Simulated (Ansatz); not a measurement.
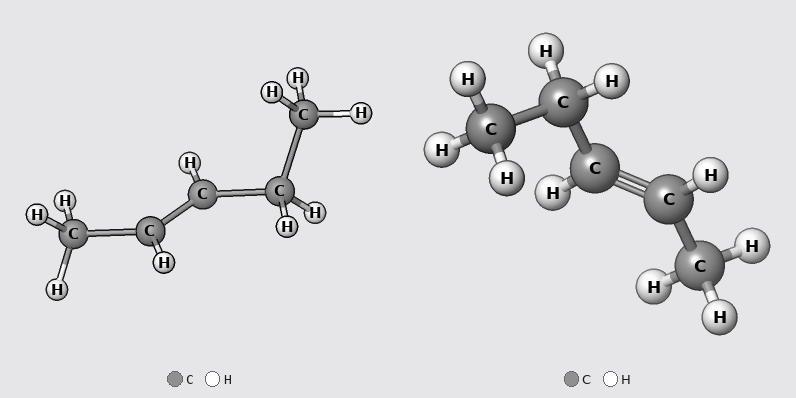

Both panels show the same species.

The computed structure is the end point of a PBE0-D4/def2-TZVP optimisation.

Describe the molecule.

Formula C5H10. Its SMILES string is `C/C=C/CC`. It has no ring. Among its groups: alkene. This geometry has C1 symmetry. Coordination: 3 C tetrahedral; 2 C trigonal planar.

The parts below concern this one geometry. Atoms keep their numbers from picture to picture.

### Shape

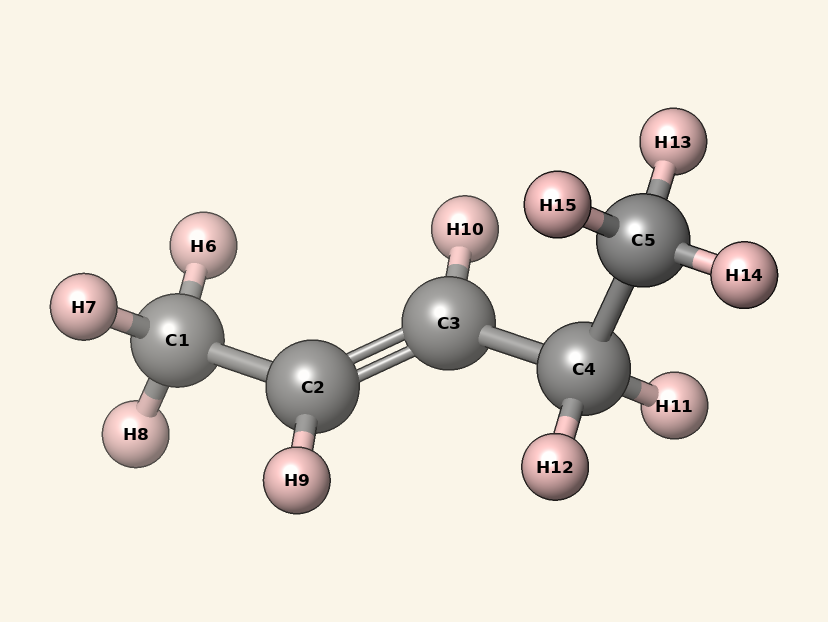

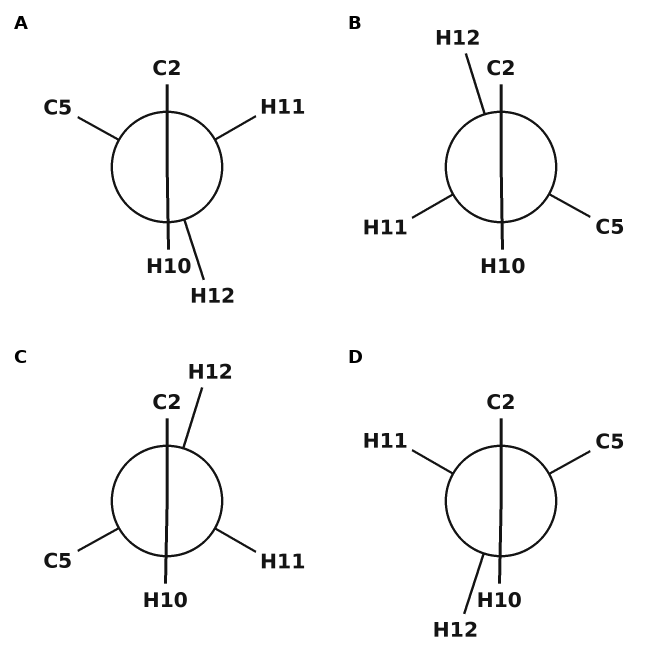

Atoms fade into the background with distance from the viewer. Bonds that would overlap in a projection are set slightly apart.

> Which Newman projection shows the view along C3–C4, with C3 in front?

C. The torsion angle C2–C3–C4–C5 is −119°, anticlinal.

### Vibrations

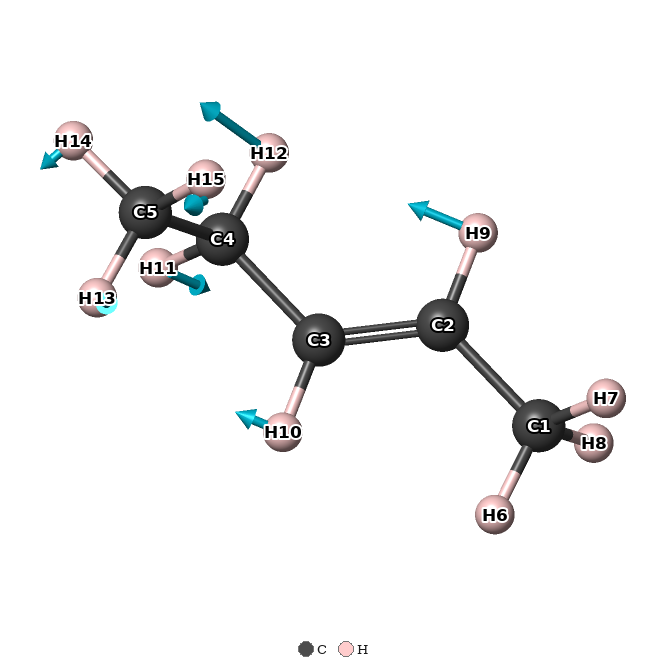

The arrows show one normal mode. Harmonic vibrations computed with RKS PBE0-D4/def2-TZVP (Ansatz 0.2.0) at a stationary point of the same level.

> Describe the motion.

Mostly C–C–H bending.

> Estimate its harmonic wavenumber.

1271 cm⁻¹; it is mode 18 of 39 counted from the lowest.

### Levels of theory compared

Program: Ansatz 0.2.0.

Tabulate dipole (D), HOMO–LUMO gap (eV) at these levels: B3LYP-D4/def2-TZVPP; PBE-D4/def2-TZVPP; r2SCAN-D4/def2-TZVPP; ωB97M-V/def2-TZVPP.

```
               level  dipole (D)  HOMO–LUMO gap (eV)
 B3LYP-D4/def2-TZVPP        0.05                7.11
   PBE-D4/def2-TZVPP        0.05                5.43
r2SCAN-D4/def2-TZVPP        0.05                5.87
  ωB97M-V/def2-TZVPP        0.05               11.78
```

### Thermal motion

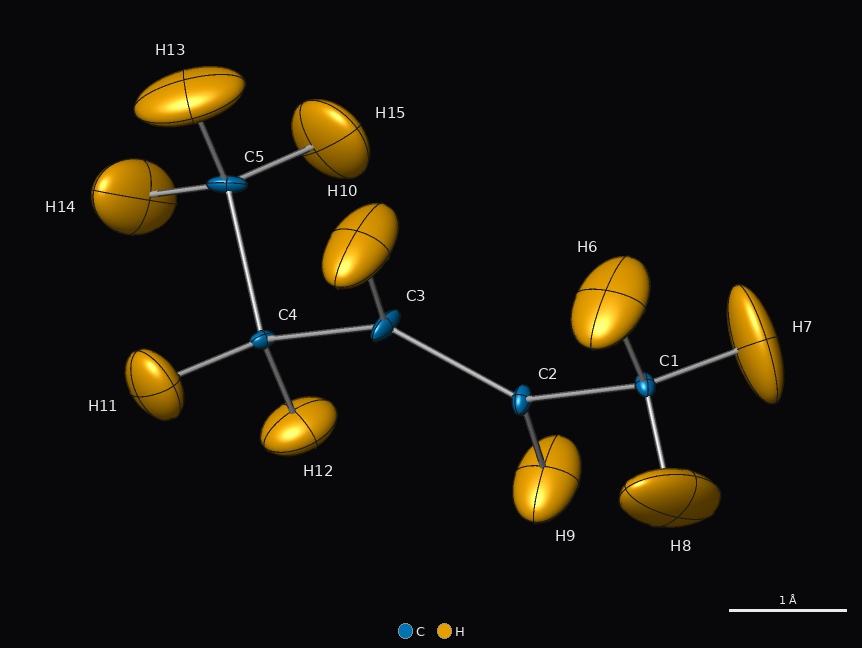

Displacement ellipsoids at the 50 % level, enlarged 1.5 times, from the internal vibrations of the free molecule (harmonic, no overall translation or rotation; no half-axis is drawn under 0.075 Å). Vibrations computed with RKS PBE0-D4/def2-TZVP (Ansatz 0.2.0). Temperature: 100 K.

> Which atom moves most?

H8, with U_eq = 0.0279 Å².

> Does H7 move more along its bond or across it?

Across it: the root-mean-square amplitude is 0.081 Å along the bond and up to 0.229 Å across, since bending and torsion are softer than stretching.

List U_eq and the three principal root-mean-square amplitudes for each kind of atom.

```
atom  U_eq (Å²)   rms amplitudes (Å)
  C1     0.0019  0.034, 0.038, 0.055
  C2     0.0023  0.035, 0.041, 0.062
  C3     0.0033  0.033, 0.046, 0.082
  C4     0.0018  0.034, 0.038, 0.053
  C5     0.0028  0.033, 0.040, 0.075
  H6     0.0235  0.078, 0.139, 0.213
  H7     0.0260  0.080, 0.138, 0.229
  H8     0.0279  0.087, 0.143, 0.236
  H9     0.0200  0.080, 0.122, 0.196
 H10     0.0219  0.083, 0.122, 0.210
 H11     0.0150  0.084, 0.129, 0.146
 H12     0.0151  0.080, 0.124, 0.154
 H13     0.0233  0.081, 0.136, 0.213
 H14     0.0224  0.089, 0.141, 0.199
 H15     0.0238  0.084, 0.170, 0.188
```

### Charges

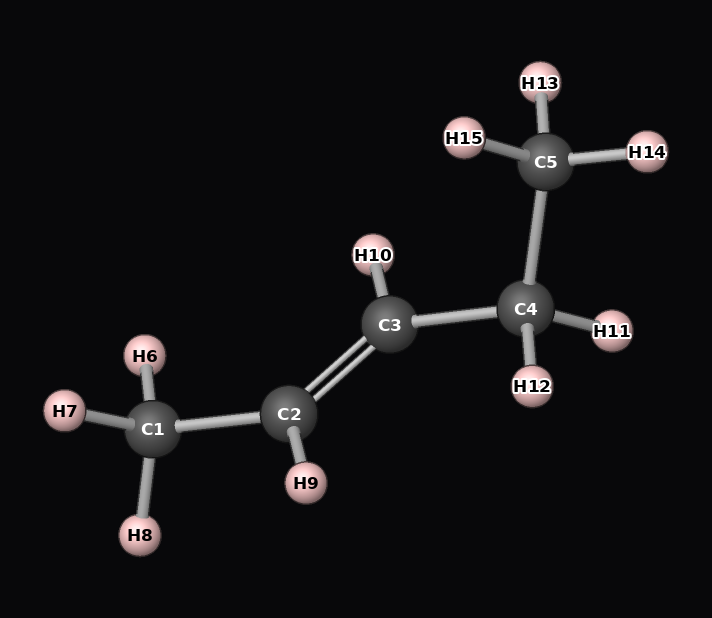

The questions are on Mulliken charges. Properties computed with RKS PBE0-D4/def2-TZVP (Ansatz 0.2.0).

List the Mulliken charges.

| atom | value (e) |
| --- | --- |
| C1 | −0.33 |
| C2 | −0.13 |
| C3 | −0.16 |
| C4 | −0.14 |
| C5 | −0.37 |
| H6 | 0.12 |
| H7 | 0.12 |
| H8 | 0.12 |
| H9 | 0.10 |
| H10 | 0.10 |
| H11 | 0.10 |
| H12 | 0.10 |
| H13 | 0.11 |
| H14 | 0.12 |
| H15 | 0.12 |

Mulliken values depend strongly on the basis set and can even reverse the polarity of a bond.
